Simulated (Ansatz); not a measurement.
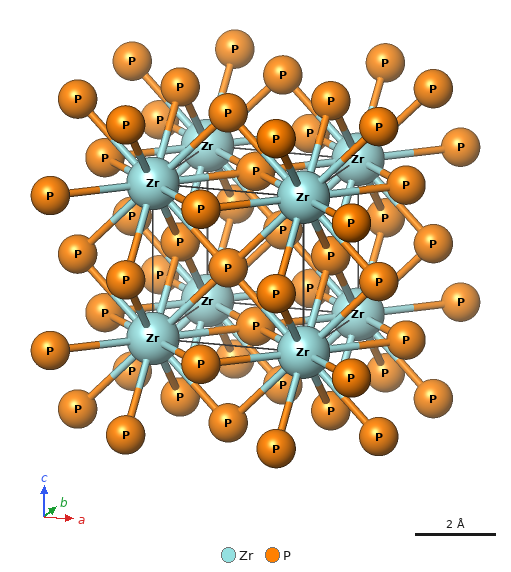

Crystalline ZrP$_{3}$ (built on the Cu3Au (L1_2)_221 type), before the relaxation. The picture is a ball-and-stick view of the cell of the calculation, seen slightly off an axis.

Case: Cu3Au (L1_2) type (Pm-3m, No. 221).

These are results of Ansatz, DFT PBE, scalar-relativistic, plane waves, PAW, not measurements.

Input file:
```yaml
crystal:
  lattice:
    - [4.0494038314, 0.0, 0.0]
    - [0.0, 4.0494038314, 0.0]
    - [0.0, 0.0, 4.0494038314]
  atoms:
    - { symbol: Zr, position: [0.0, 0.0, 0.0] }
    - { symbol: P, position: [0.0, 0.5, 0.5] }
    - { symbol: P, position: [0.5, 0.0, 0.5] }
    - { symbol: P, position: [0.5, 0.5, 0.0] }
basis:
  ecutwfc: 420
kpoints:
  mp_grid: { grid: [12, 12, 12] }
hamiltonian:
  xc: pbe
scf:
  occupations: { method: gaussian, width: 0.1 }
output:
  forces: true
  stress: true
  eigenvalues: true
relax:
  adjacent_minimum: "off"
  f_tol: 0.01
  max_steps: 80
  cell: { stress_tol: 0.05 }
```

Launched with:
```bash
ansatz run input.yaml --threads 1 --pin off --max-ram 2560MiB --backend cpu --events-out ev --progress --plain --runs-dir out
```

Question: What does the optimiser find from here?

Answer: The energy falls by 3.9 meV per atom in 3 accepted moves (4 points after the start). All forces vanish by symmetry, so only the cell relaxes. Pressure: −2.75 GPa at the start and −0.01 GPa at the end. At 1 point the geometry stayed and the basis and grid were re-selected for the new cell (energy shift of 0.1 meV per atom at most each time). The atoms keep their places relative to the cell (all moves are under 0.005 Å). Cell: a = b = c 4.049 → 4.013 Å (−0.9 %). Volume −2.6 %. Near-neighbour distances that change, for instance: Zr1–P2 2.863 → 2.838 Å. The space group stays Pm-3m (No. 221).

Step by step:

```json
{"step": "0", "E − E(0), meV/atom": "0.00", "pressure, GPa": "-2.75", "volume, Å³/atom": "16.600", "note": ""}
{"step": "1", "E − E(0), meV/atom": "-1.89", "pressure, GPa": "2.19", "volume, Å³/atom": "15.848", "note": ""}
{"step": "2", "E − E(0), meV/atom": "-3.93", "pressure, GPa": "-0.08", "volume, Å³/atom": "16.172", "note": ""}
{"step": "3", "E − E(0), meV/atom": "-3.94", "pressure, GPa": "0.00", "volume, Å³/atom": "16.161", "note": ""}
{"step": "4", "E − E(0), meV/atom": "-3.87", "pressure, GPa": "-0.01", "volume, Å³/atom": "16.161", "note": "same geometry, new basis"}
```

Final geometry:

```xyz
4
Lattice="4.0133 0.0000 0.0000 0.0000 4.0133 0.0000 0.0000 0.0000 4.0133" Properties=species:S:1:pos:R:3 pbc="T T T"
Zr    0.0000    0.0000    0.0000
P     0.0000    2.0067    2.0067
P     2.0067    0.0000    2.0067
P     2.0067    2.0067    0.0000
```

After the run, drawn alike:

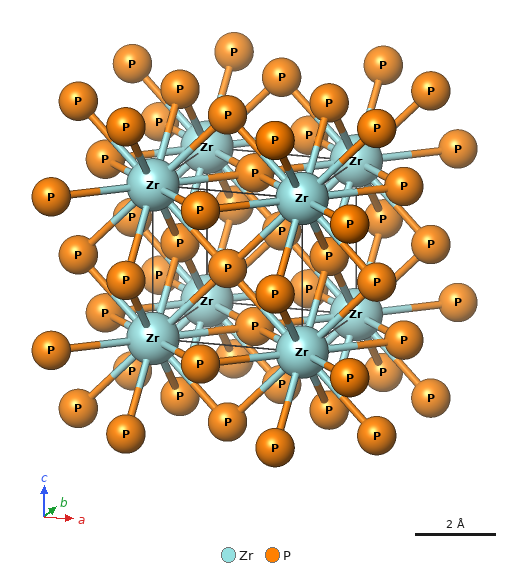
